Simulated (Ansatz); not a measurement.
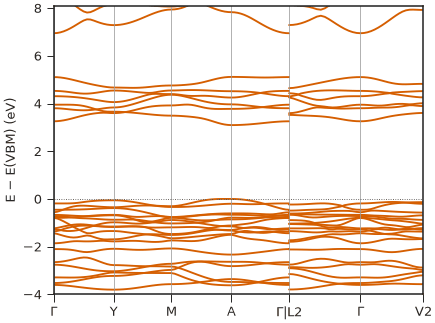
Figure: Band structure from r²SCAN+D4 in the plane-wave PAW code Ansatz

Q: Read off the gap and where the band edges lie.

A: About 3.1 eV (3.10 eV by a search for the band edges); maximum on the M–A line, 90 % of the way from M, minimum at A.

The material is BiBr3 in space group C2/m (No. 12; Bi on 4g, Br on 8j, Br on 4i).

The workflow started from a Materials Project entry (that database holds measured and hypothetical structures alike); the Crystallography Open Database files this formula in space group No. 12, but the cells were not matched. Whether it is the stable phase at ambient conditions was not checked. Symmetry was held in the r²SCAN+D4 relaxation; whether a distortion lowers the energy is not shown. Scalar-relativistic: spin–orbit coupling is off unless named, which matters more the heavier the elements.

Potentials: the later of the program's two PAW sets.
